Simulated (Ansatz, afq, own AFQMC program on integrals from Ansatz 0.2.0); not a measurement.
# WHCl₂ (quartet): quantum Monte Carlo beside coupled cluster at distance W1–Cl2 = 3.061 Å, def2-SVP

Aim: compute WHCl₂ (quartet) with auxiliary-field quantum Monte Carlo on the same integrals as coupled cluster, and set the energies side by side.

Computed with Ansatz 0.2.0, Gaussian basis, and an in-house AFQMC program (afq) on its integrals; all values are calculated. Level: def2-SVP, frozen cores.

Plan: PBE (unrestricted); CCSD(T) on UHF; r2SCAN (unrestricted); PBE0 (unrestricted); CCSDT(Q) on UHF; B3LYP (unrestricted); wB97M-V (unrestricted); B2PLYP (unrestricted); Phaseless AFQMC, CISD trial on UHF.

3 further runs of the same task are left out: 2 for a known fault of the program, 1 that didn't finish.

### 1 The geometry

The geometry derives from a PBE0/def2-TZVP stationary point (not a proven minimum). One bond is set to the value named and the two fragments are kept rigid. No spin-orbit coupling is included. Elements past krypton take def2 core potentials.

4 atoms, charge 0, spin multiplicity 4.

Atoms are counted from 1 here; the program's logs count them from 0.

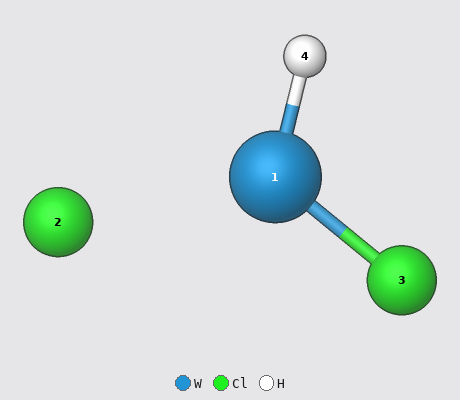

The structure; tungsten blue, chlorine green, hydrogen white; atoms are numbered from 1 in the order of the file.

### 2 PBE (unrestricted)

in.yaml

```yaml
crystal:
  periodic: [false, false, false]
  atoms:
    - {symbol: W, position_ang: [0.000000, -0.311873, 0.101094]}
    - {symbol: Cl, position_ang: [0.000000, 1.012404, -2.658618]}
    - {symbol: Cl, position_ang: [0.000000, 0.662451, 2.131525]}
    - {symbol: H, position_ang: [0.000000, -2.027854, 0.101094]}
basis:
  gaussian: {orbitals: def2-SVP}
magnetization: {spin_polarized: true, initial_magnetization: 3}
hamiltonian: {xc: {name: PBE}}
output: {orbitals: {seedname: orbitals}}
```

The run is started by

```sh
$ ansatz run in.yaml --threads 1 --pin off --events-out ev --progress --plain --max-ram 5632MiB --backend cpu
```

Output:

```text
Functional definition: PBE
  name "PBE"
  cite "Perdew, Burke & Ernzerhof, Phys. Rev. Lett. 77, 3865 (1996) doi:10.1103/PhysRevLett.77.3865"
  parent pbe
  parameter kappa = 0.804
  parameter beta = 0.06672455060314922
  exchange = pbe_x(kappa = kappa, mu = beta*pi^2/3)
  correlation = pbe_c(beta = beta)
755 factors; their error is unknown
mean field evaluation 1: about -26866.3808 eV, gradient 1.6e1 eV
mean field evaluation 2: about -26711.1285 eV, gradient 1.2e2 eV
mean field evaluation 4: about -26868.7253 eV, gradient 6.7e0 eV
mean field evaluation 8: about -26869.0188 eV, gradient 2.6e-1 eV
mean field evaluation 16: about -26868.9703 eV, gradient 5.3e-4 eV
mean field evaluation 32: about -26868.5605 eV, gradient 3.9e-3 eV
mean field evaluation 64: about -26868.5605 eV, gradient 8.6e-4 eV
mean field evaluation 96: about -26864.1992 eV, gradient 5.0e0 eV
mean field -26868.97027530 eV, -987.4164451752 hartree, gradient 1.3e-5 eV, S^2 3.809306; 7 other end points of the search recorded, 0 dependent functions left out
reference -26868.97032686 eV, -987.4164470698 hartree; 26, 23 occupied and 47, 50 virtual orbitals, 755 factors
Total energy: -26868.97032686 eV, -987.4164470698 hartree
```

It took 13 s on 1 thread of AMD EPYC 7R13 (Zen 3), shared host; peak memory 1.7 GiB.

From the report: ⟨S²⟩ of the determinant 3.809 (pure quartet: 3.75).

### 3 CCSD(T) on UHF

in.yaml, as its differences from that of step 2:

```diff
@@ -10,3 +10,2 @@
 magnetization: {spin_polarized: true, initial_magnetization: 3}
-hamiltonian: {xc: {name: PBE}}
-output: {orbitals: {seedname: orbitals}}
+correlation: {method: ccsd_t, electrons: outside_noble_gas, hamiltonian_folder: ham}
```

The run is started by

```sh
$ ansatz run in.yaml --threads 1 --pin off --events-out ev --progress --plain --max-ram 16896MiB --backend cuda --devices 0, --max-vram 18GiB
```

Output (excerpt; [...] marks lines left out):

```text
Functional definition: HF
  name "HF"
  cite "Fock, Z. Phys. 61, 126 (1930) doi:10.1007/BF01340294"
  parent pbe
[...]
688 factors; integrals over basis functions are off by at most 9.6e-4 eV
[...]
mean field -26821.99381014 eV, -985.6900919223 hartree, gradient 1.8e-6 eV, S^2 3.838380; 33 other end points of the search recorded, 0 dependent functions left out
determinant -26821.99381014 eV, -985.6900919223 hartree, with singles and doubles -26833.06385577 eV, -986.0969085956 hartree
determinant -26821.59833486 eV, -985.6755584736 hartree, with singles and doubles -26832.60075390 eV, -986.0798899157 hartree
determinant -26821.12982117 eV, -985.6583409133 hartree, with singles and doubles -26832.01571353 eV, -986.0583900788 hartree
determinant -26820.98036144 eV, -985.6528483695 hartree, with singles and doubles -26831.79465097 eV, -986.0502661793 hartree
[...]
determinant -26818.86945269 eV, -985.5752739036 hartree, with singles and doubles -26829.21493562 eV, -985.9554633891 hartree
determinant -26818.64244869 eV, -985.5669316604 hartree, with singles and doubles -26829.00347862 eV, -985.9476924874 hartree
determinant -26821.99381014 eV, -985.6900919223 hartree, with singles and doubles -26833.07115184 eV, -986.0971767213 hartree
determinant -26821.59833486 eV, -985.6755584736 hartree, with singles and doubles -26832.60811723 eV, -986.0801605131 hartree
14 core orbitals not correlated: weight in the atoms' cores, before any rotation towards them, 0.997 or more for the frozen orbitals, at most 0.002 for the correlated occupied ones
reference -26821.99381014 eV, -985.6900919223 hartree; 12, 9 occupied and 47, 50 virtual orbitals, 688 factors
second order -10.03376674 eV of doubles, -0.00000000 eV of singles
cycle   1  -11.07734191 eV  change   -2.1e-7 eV  update   3.7e-6
perturbative correction -0.36325044 eV, -0.0133492075 hartree
Total energy: -26833.43440249 eV, -986.1105259364 hartree
```

It took 13 s on 1 × NVIDIA H100 80GB HBM3 with 1 thread of AMD EPYC 7R13 (Zen 3), shared host; peak host memory 1.7 GiB.

From the report: ⟨S²⟩ of the determinant 3.838 (pure quartet: 3.75); correlation -11.4406 eV; T1 0.030; largest double amplitude 0.04.

This run also writes the integrals to the folder ham.

### 4 r2SCAN (unrestricted)

in.yaml, as its differences from that of step 3:

```diff
@@ -10,2 +10,2 @@
 magnetization: {spin_polarized: true, initial_magnetization: 3}
-correlation: {method: ccsd_t, electrons: outside_noble_gas, hamiltonian_folder: ham}
+hamiltonian: {xc: {name: r2SCAN}}
```

The run is started by

```sh
$ ansatz run in.yaml --threads 1 --pin off --events-out ev --progress --plain --max-ram 5632MiB --backend cpu
```

Output (excerpt; [...] marks lines left out):

```text
Functional definition: r2SCAN
  name "r2SCAN"
  cite "Furness, Kaplan, Ning, Perdew & Sun, J. Phys. Chem. Lett. 11, 8208 (2020) doi:10.1021/acs.jpclett.0c02405"
  cite "Furness, Kaplan, Ning, Perdew & Sun, J. Phys. Chem. Lett. 11, 9248 (2020) doi:10.1021/acs.jpclett.0c03077"
  parent r2scan
[...]
755 factors; their error is unknown
[...]
mean field -26877.78451266 eV, -987.7403624234 hartree, gradient 9.2e-6 eV, S^2 3.840950; 7 other end points of the search recorded, 0 dependent functions left out
reference -26877.78453783 eV, -987.7403633485 hartree; 26, 23 occupied and 47, 50 virtual orbitals, 755 factors
Total energy: -26877.78453783 eV, -987.7403633485 hartree
```

Run time: 27 s. Hardware: 1 thread of AMD EPYC 7R13 (Zen 3), shared host; peak memory 1.7 GiB.

From the report: ⟨S²⟩ of the determinant 3.841 (pure quartet: 3.75).

### 5 PBE0 (unrestricted)

in.yaml, as its differences from that of step 4:

```diff
@@ -10,2 +10,3 @@
 magnetization: {spin_polarized: true, initial_magnetization: 3}
-hamiltonian: {xc: {name: r2SCAN}}
+hamiltonian: {xc: {name: PBE0}}
+output: {orbitals: {seedname: orbitals}}
```

Same command.

Output (excerpt; [...] marks lines left out):

```text
Functional definition: PBE0
  name "PBE0"
  cite "Adamo & Barone, J. Chem. Phys. 110, 6158 (1999) doi:10.1063/1.478522"
  cite "Perdew, Burke & Ernzerhof, Phys. Rev. Lett. 77, 3865 (1996) doi:10.1103/PhysRevLett.77.3865"
  parent pbe
[...]
688 factors; integrals over basis functions are off by at most 9.6e-4 eV
[...]
mean field -26869.60609620 eV, -987.4398111621 hartree, gradient 7.6e-6 eV, S^2 3.823047; 5 other end points of the search recorded, 0 dependent functions left out
reference -26869.60613511 eV, -987.4398125920 hartree; 26, 23 occupied and 47, 50 virtual orbitals, 688 factors
Total energy: -26869.60613511 eV, -987.4398125920 hartree
```

Run time: 9.5 s. Hardware: 1 thread of AMD EPYC 7R13 (Zen 3), shared host; peak memory 1.7 GiB.

From the report: ⟨S²⟩ of the determinant 3.823 (pure quartet: 3.75).

### 6 CCSDT(Q) on UHF

in.yaml, as its differences from that of step 5:

```diff
@@ -10,3 +10,2 @@
 magnetization: {spin_polarized: true, initial_magnetization: 3}
-hamiltonian: {xc: {name: PBE0}}
-output: {orbitals: {seedname: orbitals}}
+correlation: {method: ccsdt_q, electrons: outside_noble_gas}
```

The run is started by

```sh
$ ansatz run in.yaml --threads 1 --pin off --events-out ev --progress --plain --max-ram 16896MiB --backend cuda --devices 0, --max-vram 18GiB
```

Output (excerpt; [...] marks lines left out):

```text
Functional definition: HF
  name "HF"
  cite "Fock, Z. Phys. 61, 126 (1930) doi:10.1007/BF01340294"
  parent pbe
[...]
1264 factors; integrals over basis functions are off by at most 2.0e-7 eV
[...]
mean field -26821.99397185 eV, -985.6900978650 hartree, gradient 1.8e-6 eV, S^2 3.838381; 33 other end points of the search recorded, 0 dependent functions left out
determinant -26821.99397185 eV, -985.6900978650 hartree, with singles and doubles -26833.06402935 eV, -986.0969149746 hartree
determinant -26821.59850389 eV, -985.6755646854 hartree, with singles and doubles -26832.60093513 eV, -986.0798965760 hartree
determinant -26821.12998510 eV, -985.6583469375 hartree, with singles and doubles -26832.01589125 eV, -986.0583966099 hartree
determinant -26820.98053448 eV, -985.6528547284 hartree, with singles and doubles -26831.79483867 eV, -986.0502730775 hartree
[...]
determinant -26818.64265584 eV, -985.5669392733 hartree, with singles and doubles -26829.00368801 eV, -985.9477001825 hartree
determinant -26821.99397185 eV, -985.6900978650 hartree, with singles and doubles -26833.07132548 eV, -986.0971831025 hartree
determinant -26821.59850389 eV, -985.6755646854 hartree, with singles and doubles -26832.60829867 eV, -986.0801671809 hartree
14 core orbitals not correlated: weight in the atoms' cores, before any rotation towards them, 0.997 or more for the frozen orbitals, at most 0.002 for the correlated occupied ones
reference -26821.99397185 eV, -985.6900978650 hartree; 12, 9 occupied and 47, 50 virtual orbitals, 1264 factors
second order -10.03379148 eV of doubles, -0.00000000 eV of singles
cycle   1  -10.59513009 eV  change   -5.6e-1 eV  update   1.4e-1
[...]
cycle  30  -11.49723650 eV  change    3.8e-8 eV  update   2.2e-6
perturbative correction -0.04011846 eV, -0.0014743264 hartree
Total energy: -26833.53132682 eV, -986.1140878397 hartree
```

Run time: 40 s. Hardware: 1 × NVIDIA H100 80GB HBM3 with 1 thread of AMD EPYC 7R13 (Zen 3), shared host; peak host memory 1.7 GiB.

From the report: ⟨S²⟩ of the determinant 3.838 (pure quartet: 3.75); correlation -11.5374 eV; T1 0.034; largest double amplitude 0.05.

### 7 B3LYP (unrestricted)

in.yaml, as its differences from that of step 6:

```diff
@@ -10,2 +10,2 @@
 magnetization: {spin_polarized: true, initial_magnetization: 3}
-correlation: {method: ccsdt_q, electrons: outside_noble_gas}
+hamiltonian: {xc: {name: B3LYP}}
```

The run is started by

```sh
$ ansatz run in.yaml --threads 1 --pin off --events-out ev --progress --plain --max-ram 5632MiB --backend cpu
```

Output (excerpt; [...] marks lines left out):

```text
Functional definition: B3LYP
  name "B3LYP"
  cite "Stephens, Devlin, Chabalowski & Frisch, J. Phys. Chem. 98, 11623 (1994) doi:10.1021/j100096a001"
  cite "Becke, Phys. Rev. A 38, 3098 (1988) doi:10.1103/PhysRevA.38.3098"
  cite "Lee, Yang & Parr, Phys. Rev. B 37, 785 (1988) doi:10.1103/PhysRevB.37.785"
  cite "Vosko, Wilk & Nusair, Can. J. Phys. 58, 1200 (1980) doi:10.1139/p80-159"
[...]
688 factors; integrals over basis functions are off by at most 9.6e-4 eV
[...]
mean field -26879.62367844 eV, -987.8079505193 hartree, gradient 1.3e-5 eV, S^2 3.798239; 5 other end points of the search recorded, 0 dependent functions left out
reference -26879.62393819 eV, -987.8079600650 hartree; 26, 23 occupied and 47, 50 virtual orbitals, 688 factors
Total energy: -26879.62393819 eV, -987.8079600650 hartree
```

Wall time 10 s (1 thread of AMD EPYC 7R13 (Zen 3), shared host); peak memory 1.7 GiB.

From the report: ⟨S²⟩ of the determinant 3.798 (pure quartet: 3.75).

### 8 wB97M-V (unrestricted)

in.yaml, as its differences from that of step 7:

```diff
@@ -10,2 +10,3 @@
 magnetization: {spin_polarized: true, initial_magnetization: 3}
-hamiltonian: {xc: {name: B3LYP}}
+hamiltonian: {xc: {name: wB97M-V}}
+output: {orbitals: {seedname: orbitals}}
```

The command is unchanged.

Output (excerpt; [...] marks lines left out):

```text
Functional definition: wB97M-V
  name "wB97M-V"
  cite "Mardirossian & Head-Gordon, J. Chem. Phys. 144, 214110 (2016) doi:10.1063/1.4952647"
  cite "Becke, J. Chem. Phys. 107, 8554 (1997) doi:10.1063/1.475007"
  cite "Vydrov & Van Voorhis, J. Chem. Phys. 133, 244103 (2010) doi:10.1063/1.3521275"
  # Of w^i u^j: cxij and so on, Table III.
[...]
  gx(w, u) = 1 - cx + cx01*u + cx10*w
  gss(w, u) = css00 + css04*u^4 + css10*w + css20*w^2 + css43*w^4*u^3
  gos(w, u) = cos00 + cos10*w + (cos20 + cos21*u)*w^2 + (cos60 + cos61*u)*w^6
[...]
      + integral(e_c_pw_mod_opposite_spin*gos(b97_w_opposite, b97_u_opposite)) + vv10(b, c)
688 factors; integrals over basis functions are off by at most 9.6e-4 eV
159 factors; integrals over basis functions are off by at most 5.3e-4 eV
[...]
mean field -26874.18617278 eV, -987.6081258719 hartree, gradient 7.7e-6 eV, S^2 3.785253; 6 other end points of the search recorded, 0 dependent functions left out
reference -26874.18623221 eV, -987.6081280562 hartree; 26, 23 occupied and 47, 50 virtual orbitals, 688 factors
Total energy: -26874.18623221 eV, -987.6081280562 hartree
```

Wall time 48 s (1 thread of AMD EPYC 7R13 (Zen 3), shared host); peak memory 1.7 GiB.

From the report: ⟨S²⟩ of the determinant 3.785 (pure quartet: 3.75).

### 9 B2PLYP (unrestricted)

in.yaml, as its differences from that of step 8:

```diff
@@ -10,3 +10,3 @@
 magnetization: {spin_polarized: true, initial_magnetization: 3}
-hamiltonian: {xc: {name: wB97M-V}}
-output: {orbitals: {seedname: orbitals}}
+hamiltonian: {xc: {name: B2PLYP}}
+correlation: {electrons: outside_noble_gas}
```

The command is unchanged.

Output (excerpt; [...] marks lines left out):

```text
Functional definition: B2PLYP
  name "B2PLYP"
  cite "Grimme, J. Chem. Phys. 124, 034108 (2006) doi:10.1063/1.2148954"
  cite "Becke, Phys. Rev. A 38, 3098 (1988) doi:10.1103/PhysRevA.38.3098"
  cite "Lee, Yang & Parr, Phys. Rev. B 37, 785 (1988) doi:10.1103/PhysRevB.37.785"
[...]
688 factors; integrals over basis functions are off by at most 9.6e-4 eV
[...]
mean field -26860.83438928 eV, -987.1174568787 hartree, gradient 2.0e-6 eV, S^2 3.814468; 9 other end points of the search recorded, 0 dependent functions left out
14 core orbitals not correlated: weight in the atoms' cores, before any rotation towards them, 0.998 or more for the frozen orbitals, at most 0.001 for the correlated occupied ones
reference -26860.83455307 eV, -987.1174628976 hartree; 12, 9 occupied and 47, 50 virtual orbitals, 688 factors
second order -12.97085770 eV of doubles, -0.00000000 eV of singles
Total energy: -26864.33668464 eV, -987.2461638593 hartree
```

Wall time 16 s (1 thread of AMD EPYC 7R13 (Zen 3), shared host); peak memory 1.7 GiB.

From the report: ⟨S²⟩ of the determinant 3.814 (pure quartet: 3.75).

### 10 Phaseless AFQMC, CISD trial on UHF

It reads the integrals that the CCSD(T) run on this determinant wrote.

The run is started by

```sh
$ afq ham --method phaseless --trial cisd --walkers 4000 --populations 20 --least-time 60 --time-step 0.005 --steps-per-block 50 --equilibration-blocks 40 --max-blocks 4000 --target-error 0.00055 --factor-cut 1e-05 --start spin_pure --seed 8391 --release-times 0.24,0.48,0.8,1.2 --release-step 0.04 --release-every 4 --taylor-order 6
```

Output:

```text
orbitals 59  electrons 12 9  factors 478 of 688
reference energy -985.69009192 Eh
CCSD correlation -0.40708497 Eh in 20 cycles, weight of the determinant in the CISD state 0.8082
energy of the start -986.092824 Eh
 block  time / (1/Eh)  mean weight  energy / Eh
     1     0.250  0.9996  -986.083721
     2     0.500  1.0001  -986.089552
     3     0.750  0.9997  -986.095589
     4     1.000  0.9999  -986.099852
     5     1.250  1.0001  -986.104378
     6     1.500  0.9999  -986.105917
     7     1.750  1.0000  -986.106660
     8     2.000  1.0000  -986.108199
     9     2.250  0.9998  -986.108440
    10     2.500  0.9994  -986.109959
    11     2.750  1.0004  -986.110244
    13     3.250  1.0001  -986.110655
    15     3.750  0.9999  -986.110694
    17     4.250  1.0002  -986.110475
    19     4.750  1.0001  -986.110916
    21     5.250  0.9995  -986.112942
    23     5.750  1.0000  -986.113048
    25     6.250  0.9999  -986.111944
    27     6.750  0.9999  -986.111705
    29     7.250  0.9999  -986.113766
    31     7.750  1.0003  -986.113158
    33     8.250  1.0002  -986.114316
    35     8.750  1.0000  -986.113854
    37     9.250  0.9998  -986.112699
    39     9.750  1.0000  -986.113671
    41    10.250  1.0000  -986.114742
    43    10.750  1.0002  -986.113271
    45    11.250  1.0002  -986.114149
    47    11.750  0.9999  -986.113276
    49    12.250  1.0006  -986.112963
    51    12.750  0.9996  -986.112759
    53    13.250  1.0001  -986.112304
    55    13.750  1.0004  -986.113972
    57    14.250  1.0000  -986.113430
    59    14.750  0.9999  -986.111428
    61    15.250  1.0005  -986.111896
    63    15.750  1.0003  -986.112773
    65    16.250  0.9997  -986.111475
    67    16.750  1.0000  -986.113218
    69    17.250  1.0000  -986.113277
    71    17.750  1.0002  -986.111631
    73    18.250  0.9999  -986.111071
    75    18.750  1.0002  -986.112619
    77    19.250  1.0003  -986.113001
    79    19.750  0.9998  -986.114469
    81    20.250  0.9998  -986.112170
    83    20.750  1.0001  -986.114330
    85    21.250  0.9999  -986.113054
    87    21.750  0.9998  -986.112382
    89    22.250  0.9998  -986.110914
error from the spread of 20 populations
released: time / (1/Eh)  energy / Eh  error  mean overlap
  0.24  -986.113048  0.000300  0.9991
  0.48  -986.113060  0.000304  0.9990
  0.80  -986.113475  0.000375  1.0009
  1.20  -986.114099  0.000431  0.9923
energy -986.112730 +/- 0.000248 Eh
```

It took 1.8 min on 1 × NVIDIA H100 80GB HBM3 with 2 threads of AMD EPYC 7R13 (Zen 3), shared host; peak host memory 1.7 GiB.

Energy -26833.4944 ± 0.0068 eV. Caveats: constraint bias not in the error.

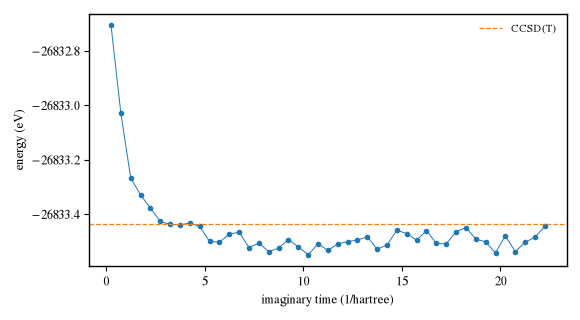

Block energies along the walk.

### 11 All levels side by side

On the UHF determinant, counted from CCSDT(Q) (a yardstick, not exact):

| level | energy (eV) | from CCSDT(Q) (meV) | statistical error (meV) | time |
| --- | --- | --- | --- | --- |
| HF | -26821.9938 | +11537.5 |  |  |
| MP2 | -26832.0276 | +1503.7 |  |  |
| CCSD | -26833.0712 | +460.2 |  |  |
| CCSD(T) | -26833.4344 | +96.9 |  |  |
| CCSDT(Q) | -26833.5313 | 0.0 |  |  |
| Phaseless AFQMC, CISD trial, step 0.005, 4000 walkers | -26833.4944 | +36.9 | 6.8 | 1.8 min |

The functionals' totals stand on their own zeros and serve differences with other points: PBE -26868.970 eV; r2SCAN -26877.785 eV; PBE0 -26869.606 eV; B3LYP -26879.624 eV; wB97M-V -26874.186 eV; B2PLYP -26864.337 eV.

### 12 Summary of results

```
                                        quantity            value
                    CCSD(T) on UHF from CCSDT(Q)        +96.9 meV
Phaseless AFQMC, CISD trial on UHF from CCSDT(Q)  +36.9 ± 6.8 meV
```

What this shows: On UHF the phaseless walk with the CISD trial lies +36.9 meV from CCSDT(Q), 5 times its error bar. Error bars are statistical and leave out the constraint, the time step and what remains of the start. W carries a core potential, and spin-orbit coupling is left out.
